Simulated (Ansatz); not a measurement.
## Electronic structure of Cl3FH3HfN in real space

```xyz
9

Hf    0.6018   -0.2709    0.0053
N    -0.2022   -0.4390    2.2713
H    -1.1560   -0.1142    2.3840
H     0.3730    0.1070    2.9038
Cl    1.5385   -0.1612   -2.1603
Cl    0.0169    2.0088    0.3192
Cl   -1.1596   -1.8151   -0.3828
F     2.1391   -0.9147    0.9367
H    -0.1752   -1.3979    2.6009
```

Core potentials replace the inner electrons of Hf.

All numbers below come from RKS BHLYP-D4/def2-SVP (Ansatz 0.2.0).

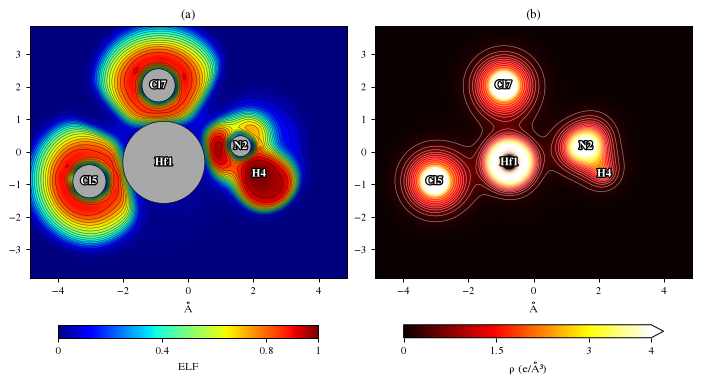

Figure 1. (a) electron localisation function; (b) electron density on the plane of atoms Hf1, N2 and H4. Grey discs cover the atomic cores in the ELF map.

### Interpret the plot.

The plane passes through Hf, N, H and Cl nuclei.
Hf–Cl (2.36 Å): ρ is about 0.55 e/Å³ halfway; the ELF peaks at about 0.85 in the valence shell of Cl, 0.8 Å from its nucleus, and is about 0.30 at the midpoint.
Hf–N (2.41 Å): the density is about 0.35 e/Å³ at the midpoint; the ELF peaks at about 0.95 in the valence shell of N, 0.7 Å from its nucleus, and is about 0.20 at the midpoint.
N–H (1.01 Å): ρ at the midpoint is about 2.9 e/Å³; the ELF climbs to about 1 towards the hydrogen, as it does in any bond to H: an ordinary covalent bond to hydrogen.

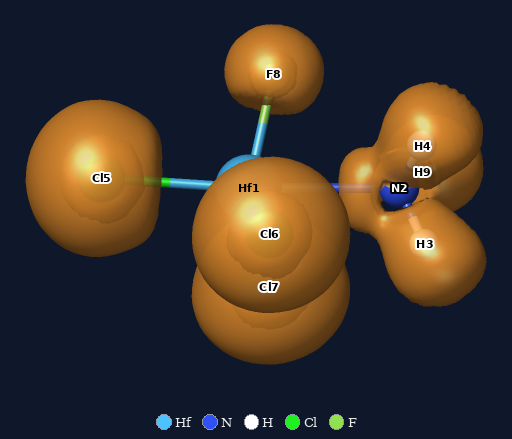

Figure 2. Isosurface of the electron localisation function at 0.75 (orange), seen from one side. Core shells and regions of very low density are left out.

### Where are the electrons localised?

The surface consists of three regions wrapped around Cl (the valence shell of each), one region wrapped around F (its valence shell) and one joined region spread over several atoms (H, N), in which their bonds and any lone pairs are merged.


Hf–F (1.91 Å): the ELF peaks at about 0.85 in the valence shell of F, 0.5 Å from its nucleus, and drops to about 0.20 between the two atoms.

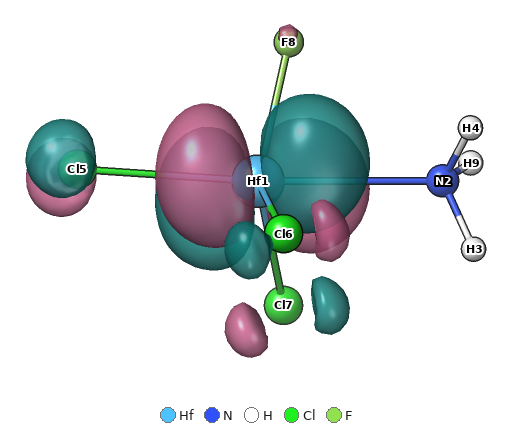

Figure 3. The LUMO at ±0.15 Å⁻³ᐟ² (teal and pink are the two phases), seen from one side.

### Describe this orbital and give its energy.

It lies mainly on Hf1 (about 70 %), Cl5 (about 10 %), Cl6 (about 5 %) and Cl7 (about 5 %). Its energy is −0.50 eV.
